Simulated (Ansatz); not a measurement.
# Run report: C₂H₈O₂Si, geometry relaxation (part 2 of 2)

The same run, continued: C₂H₈O₂Si, SMILES CC(O)[SiH2]O; RKS PBE0-D4/def2-TZVP (Ansatz 0.2.0). The geometry: PBE-D4/def2-SVP start.

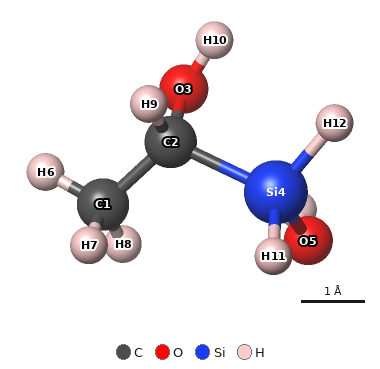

**Figure 1.** The geometry at step 11 of the log (ball-and-stick view, seen at a tilt; atoms are numbered from 1 in the order of the input).

## Trajectory as extended XYZ, continued
```
13
Properties=species:S:1:pos:R:3:forces:R:3 step=6 energy=-14169.86095
C    -0.9990    0.5384    1.1067   -0.0117   0.0000  -0.0025
C     0.2496   -0.1723    0.6332    0.0109   0.0292  -0.0354
O     1.2948    0.8194    0.5386    0.0209   0.0091   0.0285
Si    0.0901   -0.8887   -1.1139   -0.0464  -0.0604   0.0268
O    -0.0093    0.3797   -2.1587    0.0371   0.0804   0.0217
H    -0.8146    1.0426    2.0587   -0.0006  -0.0030  -0.0005
H    -1.8150   -0.1756    1.2426    0.0059   0.0079  -0.0024
H    -1.3249    1.2896    0.3825    0.0089  -0.0057   0.0048
H     0.5282   -0.9359    1.3716   -0.0056  -0.0079  -0.0099
H     2.1434    0.3686    0.5203   -0.0038  -0.0030  -0.0009
H    -1.1271   -1.7167   -1.3113    0.0042  -0.0087  -0.0036
H     1.2983   -1.7273   -1.3771    0.0119   0.0319  -0.0005
H     0.5060    1.1435   -1.8783   -0.0317  -0.0698  -0.0262
13
Properties=species:S:1:pos:R:3:forces:R:3 step=7 energy=-14169.86229
C    -0.9959    0.5438    1.1075   -0.0122   0.0004  -0.0030
C     0.2502   -0.1710    0.6335   -0.0086   0.0283  -0.0052
O     1.3024    0.8141    0.5562   -0.0070  -0.0223   0.0064
Si    0.0877   -0.8884   -1.1125    0.0288   0.0213   0.0010
O    -0.0304    0.3732   -2.1647   -0.0104   0.0409   0.0015
H    -0.8147    1.0334    2.0678   -0.0009  -0.0032  -0.0040
H    -1.8186   -0.1652    1.2274   -0.0004   0.0083   0.0003
H    -1.3096    1.3073    0.3910    0.0078  -0.0062   0.0047
H     0.5173   -0.9446    1.3661    0.0033  -0.0008   0.0026
H     2.1477    0.3577    0.5403    0.0040  -0.0070  -0.0083
H    -1.1180   -1.7347   -1.3044    0.0109   0.0013   0.0007
H     1.3117   -1.7032   -1.3773   -0.0003   0.0060  -0.0017
H     0.4904    1.1428   -1.9158   -0.0149  -0.0667   0.0048
13
Properties=species:S:1:pos:R:3:forces:R:3 step=8 energy=-14169.86334
C    -0.9944    0.5512    1.1068   -0.0015   0.0137  -0.0128
C     0.2489   -0.1704    0.6360    0.0117  -0.0250   0.0048
O     1.3110    0.8038    0.5702    0.0075  -0.0185   0.0019
Si    0.0913   -0.8866   -1.1101    0.0118   0.0274  -0.0234
O    -0.0580    0.3706   -2.1641   -0.0397  -0.0166  -0.0091
H    -0.8171    1.0293    2.0736    0.0008  -0.0017  -0.0039
H    -1.8262   -0.1495    1.2119    0.0056   0.0037  -0.0016
H    -1.2923    1.3250    0.3947    0.0008  -0.0039   0.0062
H     0.5053   -0.9512    1.3652   -0.0025   0.0027   0.0125
H     2.1517    0.3380    0.5503   -0.0234   0.0076  -0.0083
H    -1.0979   -1.7571   -1.2970    0.0056   0.0076   0.0025
H     1.3283   -1.6781   -1.3856    0.0048   0.0083   0.0147
H     0.4699    1.1403   -1.9369    0.0184  -0.0054   0.0165
13
Properties=species:S:1:pos:R:3:forces:R:3 step=9 energy=-14169.86418
C    -0.9889    0.5658    1.1018   -0.0124   0.0163  -0.0031
C     0.2461   -0.1769    0.6420   -0.0019  -0.0381   0.0055
O     1.3267    0.7764    0.5943   -0.0164   0.0085   0.0099
Si    0.0965   -0.8829   -1.1073    0.0066   0.0479  -0.0237
O    -0.1200    0.3680   -2.1607    0.0457   0.0030   0.0515
H    -0.8180    1.0227    2.0802   -0.0077  -0.0002  -0.0134
H    -1.8400   -0.1163    1.1795    0.0278   0.0193  -0.0012
H    -1.2540    1.3590    0.3972    0.0056  -0.0268   0.0209
H     0.4788   -0.9680    1.3697   -0.0110   0.0185  -0.0030
H     2.1565    0.2933    0.5614    0.0083  -0.0031  -0.0117
H    -1.0602   -1.8004   -1.2835    0.0356   0.0182  -0.0129
H     1.3719   -1.6144   -1.3848   -0.0386   0.0079  -0.0074
H     0.4248    1.1389   -1.9750   -0.0417  -0.0715  -0.0115
13
Properties=species:S:1:pos:R:3:forces:R:3 step=10 energy=-14169.86452
C    -0.9887    0.5660    1.1030   -0.0276   0.0001  -0.0085
C     0.2454   -0.1784    0.6440   -0.0080   0.0040   0.0128
O     1.3236    0.7780    0.5926   -0.0056  -0.0101   0.0040
Si    0.0958   -0.8825   -1.1061    0.0061  -0.0168  -0.0494
O    -0.1143    0.3694   -2.1583   -0.0318  -0.0853   0.0325
H    -0.8168    1.0296    2.0780    0.0007  -0.0035  -0.0102
H    -1.8378   -0.1174    1.1871    0.0145   0.0159   0.0020
H    -1.2578    1.3538    0.3943    0.0057  -0.0184   0.0141
H     0.4791   -0.9659    1.3749   -0.0030   0.0109  -0.0107
H     2.1542    0.2969    0.5509    0.0110  -0.0012  -0.0087
H    -1.0576   -1.8002   -1.2962    0.0121   0.0193   0.0118
H     1.3664   -1.6195   -1.3877   -0.0145   0.0144   0.0086
H     0.4290    1.1353   -1.9616    0.0404   0.0707   0.0016
13
Properties=species:S:1:pos:R:3:forces:R:3 step=11 energy=-14169.86477
C    -0.9900    0.5649    1.1031   -0.0132   0.0053  -0.0111
C     0.2449   -0.1788    0.6445    0.0038  -0.0095   0.0035
O     1.3233    0.7774    0.5929   -0.0008  -0.0023   0.0076
Si    0.0975   -0.8828   -1.1059   -0.0143   0.0096  -0.0254
O    -0.1123    0.3703   -2.1562    0.0026  -0.0265   0.0244
H    -0.8171    1.0318    2.0762    0.0015  -0.0033  -0.0065
H    -1.8380   -0.1189    1.1907    0.0117   0.0076   0.0009
H    -1.2610    1.3500    0.3926    0.0024  -0.0102   0.0088
H     0.4786   -0.9662    1.3752   -0.0011   0.0072  -0.0027
H     2.1541    0.2966    0.5460    0.0002   0.0000  -0.0049
H    -1.0591   -1.7960   -1.2937    0.0093   0.0044   0.0024
H     1.3668   -1.6201   -1.3880   -0.0062   0.0063   0.0072
H     0.4327    1.1371   -1.9625    0.0040   0.0114  -0.0040
13
Properties=species:S:1:pos:R:3:forces:R:3 step=12 energy=-14169.86488
C    -0.9901    0.5659    1.1024    0.0010   0.0065  -0.0032
C     0.2441   -0.1801    0.6459    0.0033  -0.0089  -0.0009
O     1.3250    0.7735    0.5972    0.0011  -0.0038   0.0044
Si    0.0976   -0.8819   -1.1052   -0.0031   0.0171  -0.0102
O    -0.1171    0.3713   -2.1537    0.0165   0.0024   0.0168
H    -0.8163    1.0344    2.0744   -0.0005  -0.0001  -0.0017
H    -1.8387   -0.1164    1.1917    0.0051   0.0006   0.0002
H    -1.2599    1.3497    0.3905   -0.0003  -0.0024   0.0027
H     0.4749   -0.9683    1.3765   -0.0017   0.0023   0.0005
H     2.1543    0.2909    0.5411   -0.0089   0.0027  -0.0022
H    -1.0543   -1.7998   -1.2941    0.0008   0.0014  -0.0002
H     1.3704   -1.6127   -1.3860    0.0012  -0.0005  -0.0004
H     0.4305    1.1385   -1.9660   -0.0148  -0.0174  -0.0057
13
Properties=species:S:1:pos:R:3:forces:R:3 step=13 energy=-14169.86493
C    -0.9898    0.5675    1.1016    0.0036  -0.0013  -0.0011
C     0.2432   -0.1817    0.6473    0.0063   0.0008  -0.0020
O     1.3261    0.7695    0.6018    0.0072  -0.0044   0.0017
Si    0.0991   -0.8813   -1.1047   -0.0070   0.0093   0.0020
O    -0.1212    0.3717   -2.1516    0.0122   0.0051   0.0053
H    -0.8154    1.0379    2.0724    0.0008   0.0006   0.0011
H    -1.8390   -0.1135    1.1927   -0.0023  -0.0020   0.0003
H    -1.2586    1.3498    0.3879   -0.0014   0.0023  -0.0017
H     0.4705   -0.9705    1.3782   -0.0014  -0.0017   0.0022
H     2.1538    0.2851    0.5362   -0.0090   0.0049   0.0003
H    -1.0494   -1.8028   -1.2942   -0.0011  -0.0036  -0.0022
H     1.3751   -1.6061   -1.3861    0.0017  -0.0020  -0.0011
H     0.4259    1.1396   -1.9668   -0.0095  -0.0082  -0.0046
13
Properties=species:S:1:pos:R:3:forces:R:3 step=14 energy=-14169.86494
C    -0.9895    0.5681    1.1012    0.0029  -0.0002   0.0011
C     0.2433   -0.1820    0.6478    0.0028   0.0026  -0.0020
O     1.3270    0.7683    0.6039   -0.0004  -0.0032   0.0009
Si    0.0992   -0.8808   -1.1045   -0.0005   0.0001   0.0012
O    -0.1222    0.3714   -2.1517    0.0079   0.0064   0.0038
H    -0.8149    1.0389    2.0719   -0.0003   0.0008   0.0011
H    -1.8391   -0.1126    1.1928   -0.0013  -0.0013  -0.0002
H    -1.2580    1.3501    0.3872   -0.0010   0.0019  -0.0012
H     0.4689   -0.9714    1.3787   -0.0002  -0.0015   0.0006
H     2.1539    0.2833    0.5350   -0.0028   0.0018   0.0002
H    -1.0477   -1.8043   -1.2947   -0.0009  -0.0009  -0.0004
H     1.3763   -1.6043   -1.3856    0.0003  -0.0009  -0.0012
H     0.4232    1.1405   -1.9673   -0.0067  -0.0057  -0.0040
13
Properties=species:S:1:pos:R:3:forces:R:3 step=15 energy=-14169.86495
C    -0.9894    0.5684    1.1012    0.0002  -0.0006   0.0007
C     0.2433   -0.1820    0.6480    0.0020   0.0027  -0.0004
O     1.3273    0.7680    0.6053   -0.0028  -0.0017   0.0001
Si    0.0995   -0.8807   -1.1044   -0.0001  -0.0021  -0.0006
O    -0.1225    0.3710   -2.1521    0.0041   0.0038   0.0023
H    -0.8148    1.0389    2.0720   -0.0002   0.0001   0.0003
H    -1.8391   -0.1121    1.1925   -0.0004   0.0000  -0.0002
H    -1.2576    1.3507    0.3873    0.0001   0.0003  -0.0003
H     0.4681   -0.9719    1.3786    0.0000  -0.0006   0.0002
H     2.1539    0.2828    0.5349    0.0011   0.0000   0.0001
H    -1.0470   -1.8049   -1.2944   -0.0001   0.0006   0.0002
H     1.3768   -1.6039   -1.3858   -0.0004   0.0004   0.0000
H     0.4218    1.1409   -1.9683   -0.0035  -0.0031  -0.0025
```

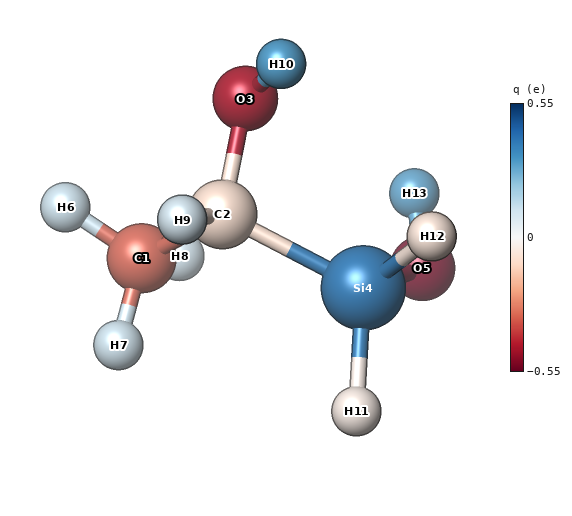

**Figure 2.** Mulliken charges, as the colour of each atom (ball-and-stick view, seen at a tilt; atoms are numbered from 1 in the order of the input; Mulliken charges depend strongly on the basis). By element: C −0.33 to −0.09, O −0.53 to −0.45, Si +0.39 and H −0.06 to +0.33 e.

This output came from the following input.

## Input file
```yaml
crystal:
  periodic: [false, false, false]
  atoms:
    - {symbol: C, position_ang: [-1.011397, 0.536293, 1.104660]}
    - {symbol: C, position_ang: [0.249048, -0.175046, 0.633121]}
    - {symbol: O, position_ang: [1.278258, 0.842784, 0.468715]}
    - {symbol: Si, position_ang: [0.078826, -0.921202, -1.127475]}
    - {symbol: O, position_ang: [0.040650, 0.437223, -2.125150]}
    - {symbol: H, position_ang: [-0.811345, 1.106712, 2.035162]}
    - {symbol: H, position_ang: [-1.822821, -0.192373, 1.302624]}
    - {symbol: H, position_ang: [-1.372020, 1.250173, 0.335600]}
    - {symbol: H, position_ang: [0.562319, -0.921192, 1.401392]}
    - {symbol: H, position_ang: [2.137056, 0.382789, 0.412335]}
    - {symbol: H, position_ang: [-1.160853, -1.731340, -1.380611]}
    - {symbol: H, position_ang: [1.296509, -1.785176, -1.377673]}
    - {symbol: H, position_ang: [0.556170, 1.135556, -1.667800]}
basis:
  gaussian: {orbitals: def2-TZVP}
hamiltonian: {xc: pbe0, dispersion: d4}
relax: {f_tol: 0.005, max_steps: 150}
```

Command:
```bash
ansatz run in.yaml --threads 4 --pin off --events-out ev --progress --plain --max-ram 10444MiB
```

## Results in brief

| quantity | value |
| --- | --- |
| outcome | converged |
| total energy | −14169.8650 eV |
| mean-field energy | −14169.6478 eV |
| dispersion energy | −0.2172 eV |
| SCF solution under orbital rotations | stable |
| largest force (length of the vector) at the end | 0.006 eV/Å |
| dipole moment | 1.71 D |
| hardware | 4 threads of Arm Neoverse V1, 23 GiB of memory available, shared host |
| wall time | 52 s (CPU time 3.3 min) |
| peak memory | 0.53 GiB |
